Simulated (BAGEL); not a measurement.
**RI-MP2/def2-SVP (density fitting with svp-jkfit) run of SiBr4 (tetrabromosilane)**

We compute a single-point energy of SiBr4 (tetrabromosilane). 

The calculation is run with BAGEL 1.2.2.

### 1 The molecule

The species is SiBr4 (5 atoms), meant as a singlet with charge 0. SMILES: `Br[Si](Br)(Br)Br`. One bond was lengthened or shortened from a relaxed shape.

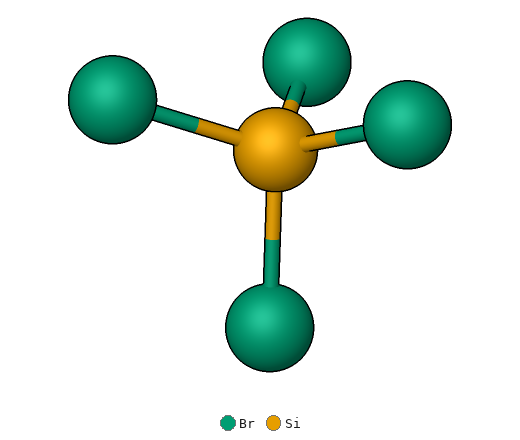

The structure, seen from a chosen angle (bromine teal, silicon amber).

### 2 The energy at RI-MP2/def2-SVP (density fitting with svp-jkfit)

input.json reads:

```json
{ "bagel": [

{
  "title": "molecule",
  "basis": "svp",
  "df_basis": "svp-jkfit",
  "geometry": [
    { "atom": "Br", "xyz": [ -2.59287621, -0.07727279,  3.02105035 ] },
    { "atom": "Si", "xyz": [ -0.32741584, -0.28582297, -0.44493413 ] },
    { "atom": "Br", "xyz": [  3.14709131, -2.42108121,  0.30192343 ] },
    { "atom": "Br", "xyz": [ -2.18306831, -1.90556203, -2.96537713 ] },
    { "atom": "Br", "xyz": [  0.64643562,  3.54642823, -1.69173763 ] }
  ]
},
{ "title": "hf", "charge": 0 },
{ "title": "mp2", "charge": 0, "ncore": 41 }

]}
```

On the command line:

```console
$ BAGEL_NUM_THREADS=1 BAGEL input.json > input.out
```

Output:

```text
* using 1 threads per process

  ===============================================================
  ===============================================================

  *** Geometry ***

  { "atom" : "Br", "xyz" : [     -2.592876,     -0.077273,      3.021050 ] },
  { "atom" : "Si", "xyz" : [     -0.327416,     -0.285823,     -0.444934 ] },
  { "atom" : "Br", "xyz" : [      3.147091,     -2.421081,      0.301923 ] },
  { "atom" : "Br", "xyz" : [     -2.183068,     -1.905562,     -2.965377 ] },
  { "atom" : "Br", "xyz" : [      0.646436,      3.546428,     -1.691738 ] },

  Number of auxiliary basis functions:     1192

  Since a DF basis is specified, we compute 2- and 3-index integrals:
    o Being stored without compression. Storage requirement is 0.203 GB

  Number of basis functions:      146
  Number of electrons      :      154

    * METHOD: MOLECULE                             3.54

  *** RHF ***

  === Nuclear Repulsion ===
  1622.2622113350

      * DIIS with orbital gradients will be used.

  === RHF iteration (svp) ===
      0     -10577.28583545          0.00649237           2.78
      1     -10577.33480954          0.00458755           2.78
      2     -10577.37142650          0.00044378           2.79
      3     -10577.37210679          0.00010286           2.79
      4     -10577.37213471          0.00003236           2.79
      5     -10577.37213752          0.00000814           2.79
      6     -10577.37213786          0.00000214           2.80
      7     -10577.37213788          0.00000047           2.80
      8     -10577.37213788          0.00000020           2.79
      9     -10577.37213788          0.00000006           2.79
     10     -10577.37213788          0.00000001           2.76
     11     -10577.37213788          0.00000000           2.75
    * SCF iteration converged.

    * Permanent dipole moment:
           (    0.344097,     0.300357,     0.467653) a.u.

    * METHOD: HF                                  36.51

  *** RHF ***

  === Nuclear Repulsion ===
  1622.2622113350

      * DIIS with orbital gradients will be used.

  === RHF iteration (svp) ===
      0     -10577.37213788          0.00000000           2.76
    * SCF iteration converged.

    * Permanent dipole moment:
           (    0.344097,     0.300357,     0.467653) a.u.

  === DF-MP2 calculation ===

    * freezing 41 orbitals
    * 3-index integral transformation done
    * assembly done

      MP2 correlation energy:   -1.0116981406      1.25

      MP2 total energy:       -10578.3838360208

    * METHOD: MP2                                  6.83

  ===============================================================
```

It took 47 s on 1 thread of Arm Neoverse N1, shared host; peak memory 0.78 GiB.

### 3 Outcome

At RI-MP2/def2-SVP (density fitting with svp-jkfit), 41 core orbitals frozen:

```
                                    quantity            value
                                total energy  -10578.38384 Eh
correlation energy (41 core orbitals frozen)      -1011.7 mEh
```
